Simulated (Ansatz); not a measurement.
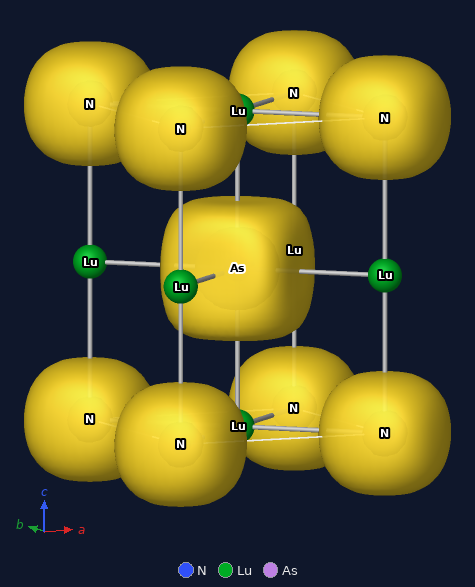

*Lu2AsN. Isosurface of the ELF at 0.6 (yellow), seen slightly off an axis. Only the valence region is drawn (cores and ρ < 0.01 e/Å³ removed). Sticks mark near contacts.*

Space group P4/mmm; started from the ordered alloy on rocksalt lattice prototype, which need not be the ambient phase.

Computed with Ansatz, DFT, PBE with spin-orbit coupling, plane waves, PAW.

In a PAW calculation such maps are meaningful between the atoms, not at the nuclei.

Q: Describe the localisation domains.

A: At this value the surface marks out one region wrapped around As (its valence shell) and one region wrapped around N (its valence shell), counted in one cell of 4 atoms. Any copies at cell faces, edges or corners count once. Profiles from the grid: Lu–As (2.63 Å): the ELF is about 0.30 at the midpoint. Lu–N (2.63 Å): the ELF peaks at about 0.85 in the valence shell of N, 0.7 Å from its nucleus, and is about 0.15 at the midpoint: no shared electron pair shows on this line.
